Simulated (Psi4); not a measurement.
# MoCl4O (SMILES O=[Mo](Cl)(Cl)(Cl)Cl) at SVWN5/def2-SVP (core potential)

Aim: the energy change on altering one bond length of MoCl4O at SVWN5/def2-SVP (core potential), from 2 runs. 

The results are computed with Psi4 1.11.

15 further runs of the same task are left out: 14 that didn't finish, 1 set aside as unsound or not needed. Runs told in other sessions of the task aren't counted.

## (1) The structure to begin with

The species is MoCl4O (6 atoms), meant as a singlet with charge 0. As SMILES, `O=[Mo](Cl)(Cl)(Cl)Cl`. Geometry: relaxed at PBE0-D4/def2-TZVP.

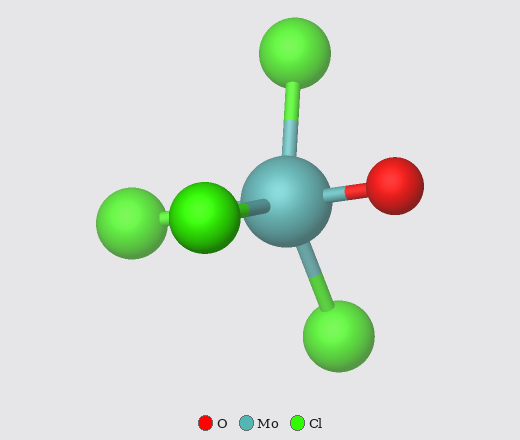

The structure, seen from a chosen angle (oxygen red, molybdenum teal, chlorine green).

## (2) Energy and gradient at SVWN5/def2-SVP (core potential)

The input, input.dat:

```
memory 2200 MB

molecule {
  0 1
  O
  Mo 1 r2
  Cl 2 r3 1 a3
  Cl 2 r4 1 a4 3 d4
  Cl 2 r5 4 a5 1 d5
  Cl 2 r6 1 a6 3 d6

  r2 = 1.666553
  r3 = 2.233088
  a3 = 92.75295
  r4 = 2.232992
  a4 = 92.76733
  d4 = 119.95731
  r5 = 2.373736
  a5 = 87.27718
  d5 = -179.95609
  r6 = 2.233276
  a6 = 92.71211
  d6 = -120.03774
  symmetry c1
}

set {
  basis def2-SVP
  puream true
  e_convergence 1e-09
  d_convergence 1e-08
  scf_type pk
  dft_radial_points 99
  dft_spherical_points 590
}

e, wfn = gradient("scf", dft_functional={"name": "SVWN5", "x_functionals": {"LDA_X": {}}, "c_functionals": {"LDA_C_VWN": {}}}, return_wfn=True)
```

On the command line:

```
$ psi4 -i input.dat -o output.dat -n 1
```

output.dat, shortened:

```text
[...]
    !!!  WARNING: ECP capability is in beta. Please check occupations closely.  !!!
[...]
  Running in c1 symmetry.
[...]
  Nuclear repulsion =  614.411566815787182
[...]
  Multiplicity = 1
[...]
  Nalpha       = 45
  Nbeta        = 45
[...]
    Number of basis functions: 117
[...]
   @RKS iter   1: -1976.24599098778572    4.77712e-01   1.23299e-02 ADIIS/DIIS
[...]
   @RKS iter  17: -1977.25019697699872   -6.91216e-11   5.38792e-09 DIIS
[...]
    Orbital Energies [Eh]
    ---------------------
    Doubly Occupied:
       1A   -100.321926     2A   -100.321878     3A   -100.321783
       4A   -100.267864     5A    -18.691521     6A     -9.185331
       7A     -9.185280     8A     -9.185185     9A     -9.130704
      10A     -7.048560    11A     -7.048515    12A     -7.048423
      13A     -7.044269    14A     -7.044224    15A     -7.044129
      16A     -7.040510    17A     -7.040465    18A     -7.040365
      19A     -6.990828    20A     -6.989417    21A     -6.989411
      22A     -2.586235    23A     -1.637042    24A     -1.624212
      25A     -1.624207    26A     -0.871966    27A     -0.787946
      28A     -0.777328    29A     -0.777244    30A     -0.726116
      31A     -0.436382    32A     -0.432366    33A     -0.432354
      34A     -0.413925    35A     -0.413870    36A     -0.400202
[...]
  @RKS Final Energy: -1977.25019697699872
   => Energetics <=
    Nuclear Repulsion Energy =            614.4115668157871823
    One-Electron Energy =               -3984.4059018920297603
    Two-Electron Energy =                1515.4634587007906248
    DFT Exchange-Correlation Energy =    -122.7193206015470395
    Empirical Dispersion Energy =           0.0000000000000000
    VV10 Nonlocal Energy =                  0.0000000000000000
    Total Energy =                      -1977.2501969769987227
[...]
 Multipole Moments:
 ------------------------------------------------------------------------------------
     Multipole            Electronic (a.u.)      Nuclear  (a.u.)        Total (a.u.)
 ------------------------------------------------------------------------------------
 L = 1.  Multiply by 2.5417464519 to convert [e a0] to [Debye]
 Dipole X            :          0.0128628           -0.0110735            0.0017892
 Dipole Y            :         -0.0052772            0.0048379           -0.0004393
 Dipole Z            :        -16.3164417           16.0846929           -0.2317488
 Magnitude           :                                                    0.2317561
[...]
  -Total Gradient:
     Atom            X                  Y                   Z
    ------   -----------------  -----------------  -----------------
       1       -0.000007157381     0.000005169698     0.020018490191
       2        0.000009671359    -0.000006397084    -0.021970854409
       3        0.000001195577     0.002236718937    -0.000168143126
       4       -0.001952409381    -0.001119660449    -0.000166918519
       5       -0.000005820421     0.000002290858     0.002464577620
       6        0.001947794121    -0.001113558561    -0.000182039602
[...]
```

Run time: 33 s. Hardware: 1 thread of Intel Xeon Platinum 8259CL at 2.50GHz (Skylake/Cascade Lake), shared host; peak memory 0.68 GiB.

## (3) The distorted shape at the same level

The input, cl4moo.py:

```python
import psi4

psi4.set_memory(2200000000)
psi4.set_num_threads(1)
psi4.set_output_file('cl4moo.out', False)

mol = psi4.geometry("""
0 1
O     -1.315699    -3.158203     1.502876
Mo    -0.728659    -1.750223     0.831776
Cl     1.396581    -2.359933     1.145286
Cl    -1.716249    -2.146553    -1.131344
Cl     0.775250     1.861870    -0.884910
Cl    -1.753229    -0.473773     2.351136
symmetry c1
""")

psi4.set_options({
    'basis': 'def2-SVP',
    'puream': True,
    'e_convergence': 1e-09,
    'd_convergence': 1e-06,
    'scf_type': 'pk',
    'dft_radial_points': 99,
    'dft_spherical_points': 590,
    'level_shift': 0.3,
    'level_shift_cutoff': 1e-09,
    'maxiter': 150,
})

e_tot, wfn = psi4.gradient("scf", dft_functional={"name": "SVWN5", "x_functionals": {"LDA_X": {}}, "c_functionals": {"LDA_C_VWN": {}}}, return_wfn=True)
print('gradient / Eh bohr^-1')
print(e_tot.np.round(6))
print(f'energy = {wfn.energy():.10f} Eh')
```

On the command line:

```
$ python cl4moo.py
```

cl4moo.out, shortened:

```text
[...]
    !!!  WARNING: ECP capability is in beta. Please check occupations closely.  !!!
[...]
  Running in c1 symmetry.
[...]
  Nuclear repulsion =  537.962432045785249
[...]
  Multiplicity = 1
[...]
  Nalpha       = 45
  Nbeta        = 45
[...]
    Number of basis functions: 117
[...]
   @RKS iter   1: -1976.01407021016189    7.24479e-01   1.22531e-02 DIIS/ADIIS/SHIFT
[...]
   @RKS iter 123: -1977.13491020641550   -3.26054e-10   8.90738e-07 DIIS/SHIFT
[...]
  @RKS Final Energy: -1977.13491020641550
   => Energetics <=
    Nuclear Repulsion Energy =            537.9624320457852491
    One-Electron Energy =               -3831.1261416303773331
    Two-Electron Energy =                1438.6495909418492829
    DFT Exchange-Correlation Energy =    -122.6207915636726966
    Empirical Dispersion Energy =           0.0000000000000000
    VV10 Nonlocal Energy =                  0.0000000000000000
    Total Energy =                      -1977.1349102064154977
[...]
 Multipole Moments:
 ------------------------------------------------------------------------------------
     Multipole            Electronic (a.u.)      Nuclear  (a.u.)        Total (a.u.)
 ------------------------------------------------------------------------------------
 L = 1.  Multiply by 2.5417464519 to convert [e a0] to [Debye]
 Dipole X            :        -12.1838782           11.4695153           -0.7143629
 Dipole Y            :        -29.2629251           27.5458939           -1.7170312
 Dipole Z            :         13.9127268          -13.0980135            0.8147133
 Magnitude           :                                                    2.0303370
[...]
  -Total Gradient:
     Atom            X                  Y                   Z
    ------   -----------------  -----------------  -----------------
       1       -0.002661003785    -0.006313462316     0.003065176383
       2        0.013180509391     0.031526440967    -0.015104183779
       3       -0.001957739814    -0.013424584735     0.006420989431
       4       -0.006697333885    -0.013076728912     0.002962079190
       5        0.004932660457     0.011851191867    -0.005630946735
       6       -0.006806576467    -0.010569183322     0.008296583731
[...]
```

Standard output:

```text
gradient / Eh bohr^-1
[[-0.002661 -0.006313  0.003065]
 [ 0.013181  0.031526 -0.015104]
 [-0.001958 -0.013425  0.006421]
 [-0.006697 -0.013077  0.002962]
 [ 0.004933  0.011851 -0.005631]
 [-0.006807 -0.010569  0.008297]]
energy = -1977.1349102064 Eh
```

Wall time 91 s (1 thread of Intel Xeon Platinum 8259CL at 2.50GHz (Skylake/Cascade Lake), shared host); peak memory 0.67 GiB.

## (4) Summary of results

Level: SVWN5/def2-SVP (core potential).

| quantity | value |
| --- | --- |
| first shape: total energy | -1977.25020 Eh |
| first shape: dipole moment | 0.59 D |
| first shape: HOMO energy | -7.57 eV |
| first shape: LUMO energy | -5.25 eV |
| first shape: HOMO–LUMO gap | 2.33 eV |
| first shape: largest force on an atom | 1.130 eV/Å |
| distorted shape: total energy | -1977.13491 Eh |
| distorted shape: dipole moment | 5.16 D |
| distorted shape: HOMO energy | -5.91 eV |
| distorted shape: largest force on an atom | 1.921 eV/Å |
| energy change with the Mo2–Cl5 bond stretched from 2.374 to 4.273 Å | 3.137 eV |

In words: One bond (distorted shape) is far stretched, which a spin-restricted single reference describes badly; a broken-symmetry solution may lie lower. With the Mo2–Cl5 bond stretched from 2.374 to 4.273 Å the energy rises by 3.14 eV (72 kcal/mol). The first shape isn't relaxed at this level, so the change isn't measured from a minimum. A restricted reference can't describe the breaking bond well at this length. The largest force (first shape) is 1.13 eV/Å: the shape isn't a stationary point for this species at this level.
